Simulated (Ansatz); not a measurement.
The figure comes from a scan of WC (WC type, space group P-6m2): one W atom of a 4-atom cell moves by s along Cartesian x, with its periodic images. The numbers are results of PBE (plane waves to 420 eV, PAW, scalar-relativistic; Ansatz, an electronic-structure program), not measurements. k mesh 15×15×13 (Γ-centred), Fermi-Dirac smearing 0.05 eV. The energy includes the smearing's −TS. With partly filled bands, energies and forces of such displacements shift with the k mesh and the smearing. Spin-orbit coupling is left out, though W is heavy. WC is run without spin polarisation. WC was relaxed with its symmetry unable to fall. The zero of ΔE is the undisplaced structure.

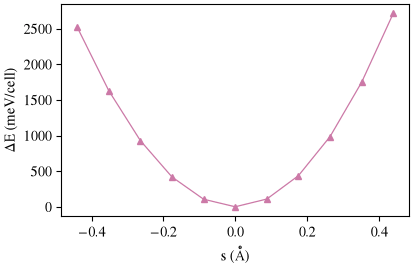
Figure. ΔE (meV/cell) against s (Å); computed points joined by lines.

Turn the plot into a table (rounded to what can be read).

To the nearest 50:

| s (Å) | ΔE (meV/cell) |
|---|---|
| -0.440 | 2500 |
| -0.352 | 1650 |
| -0.264 | 950 |
| -0.176 | 400 |
| -0.088 | 100 |
| 0.000 | 0 |
| 0.088 | 100 |
| 0.176 | 450 |
| 0.264 | 1000 |
| 0.352 | 1750 |
| 0.440 | 2700 |

(For displaced atoms, the force is minus the slope of the energy, and its curvature is a force constant, which sets phonon frequencies.)
